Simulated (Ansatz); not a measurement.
## Electronic structure of C2H5FGa (doublet) in real space

```yaml
atoms:
  - { symbol: C, position_ang: [-1.1459, 1.6257, -0.0490] }
  - { symbol: Ga, position_ang: [-0.4691, -0.1614, 0.1790] }
  - { symbol: C, position_ang: [1.2610, -0.9998, -0.1378] }
  - { symbol: F, position_ang: [-1.7012, -1.2622, 0.8160] }
  - { symbol: H, position_ang: [-0.5519, 2.4526, -0.4277] }
  - { symbol: H, position_ang: [-2.1715, 1.8844, 0.1975] }
  - { symbol: H, position_ang: [1.1393, -1.8416, -0.8225] }
  - { symbol: H, position_ang: [1.6525, -1.3950, 0.8020] }
  - { symbol: H, position_ang: [1.9868, -0.3028, -0.5575] }
```

Geometry: PBE0-D4/def2-TZVP.

These are results of UKS PBE0-D4/def2-TZVPP in Ansatz 0.2.0, not measurements.

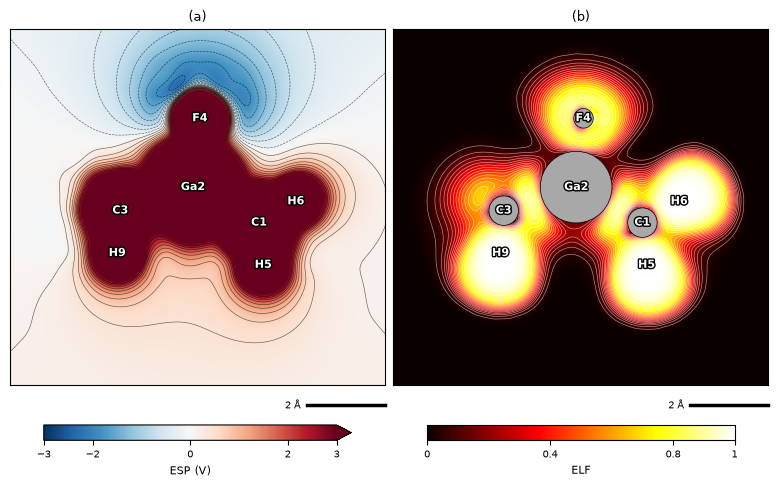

Figure 1. (a) molecular electrostatic potential; (b) ELF on the plane of atoms C1, Ga2 and F4. Grey discs cover the atomic cores in the ELF map.

What do the fields say about this system?

Answer. The section cuts through C, Ga, F and H sites. Ga–F (1.77 Å): the ELF peaks at about 0.80 in the valence shell of F, 0.5 Å from its nucleus, and is about 0.15 at the midpoint. C–Ga (1.92 Å): the ELF peaks at about 0.95 in the valence shell of C, 0.7 Å from its nucleus, and is about 0.50 at the midpoint. C–H (1.09 Å): the ELF climbs to about 1 towards the hydrogen, as it does in any bond to H; a covalent bond by its length. The ELF also peaks beside F4, away from the bonds: non-bonding electrons, paired or unpaired. Outside the dense part of the molecule the potential is most negative (−2.3 V) near F4.

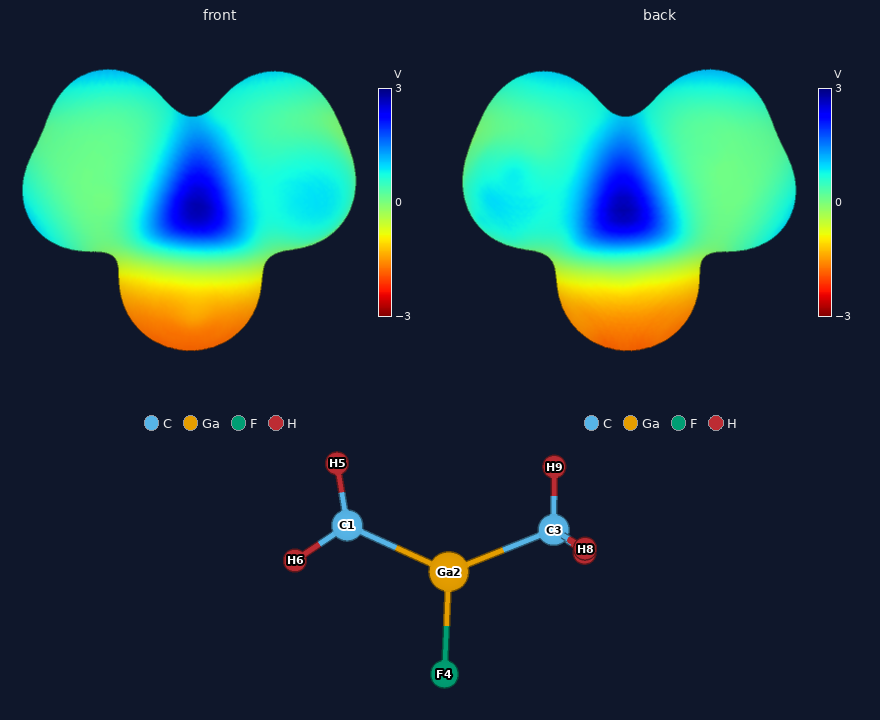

Figure 2. The molecular electrostatic potential painted on the density surface at 0.002 e/bohr³, seen from the front and from behind; red is negative and blue positive. The bare structure is drawn below in the same view.

Which sites attract a positive test charge, and which a negative one?

Answer. A positive charge is drawn to the negative regions and a negative charge to the positive ones. The most negative region (about −1.8 V) lies over F4, the most positive (about +2.7 V) over Ga2.

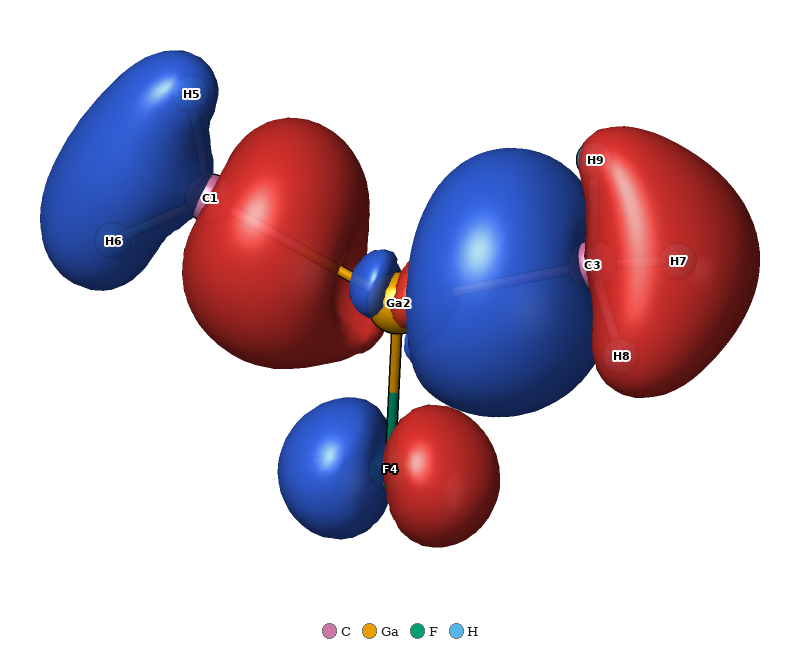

Figure 3. The HOMO (β) at ±0.1 Å⁻³ᐟ² (blue and red are the two phases), seen at a tilt.

Where does this orbital lie, and at what energy?

Answer. It lies mainly on C3 (about 30 %), C1 (about 20 %), Ga2 (about 20 %) and F4 (about 10 %). Its energy is −8.32 eV.

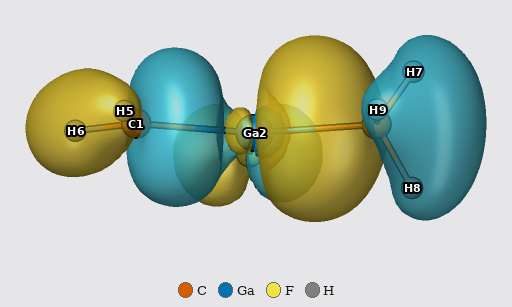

Figure 4. The HOMO−1 (α) at ±0.08 Å⁻³ᐟ² (yellow and cyan are the two phases), seen from one side.

What is the character of this orbital?

Answer. By Hirshfeld shares it lies mainly on C3 (about 35 %), Ga2 (about 20 %), C1 (about 15 %) and F4 (about 15 %). Its energy is −8.48 eV.
